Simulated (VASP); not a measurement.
Band structure of PbF2 (fluorite). These are MS2 meta-GGA, VASP's PBE PAW potentials (set 64) (plane waves; VASP) values and carry that method's errors.

Unless said otherwise, spin-orbit coupling is left out, though it shifts the bands of the heavy elements here.

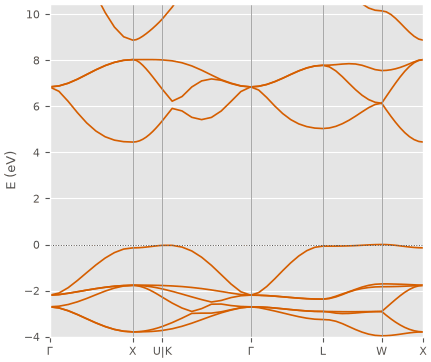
Figure: Bands along high-symmetry lines, zero at the valence-band maximum or, without a gap, the Fermi level

Problem. Read the plot: is there a gap, and where are the band edges?

Solution. The gap is indirect, 4.45 eV, from the valence maximum at W to the conduction minimum at X.

The compound is PbF2 in the fluorite structure, the β form. It was relaxed first.
